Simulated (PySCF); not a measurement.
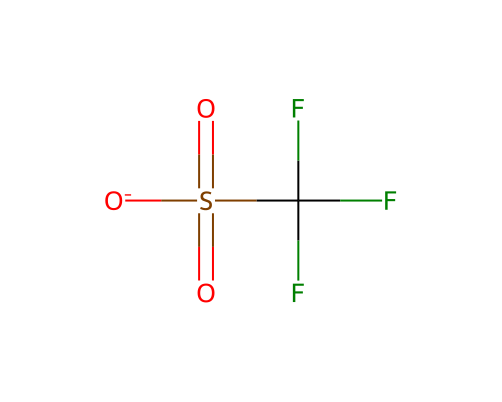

State: charge −1, singlet. The geometry was computed by an optimisation with GFN2-xTB. No frequency run is at hand to confirm it as a minimum. Properties computed with PBE0/pcSseg-1, gas phase (PySCF 2.14.0).

> What is the HOMO energy (Kohn–Sham orbital)?

−2.70 eV.
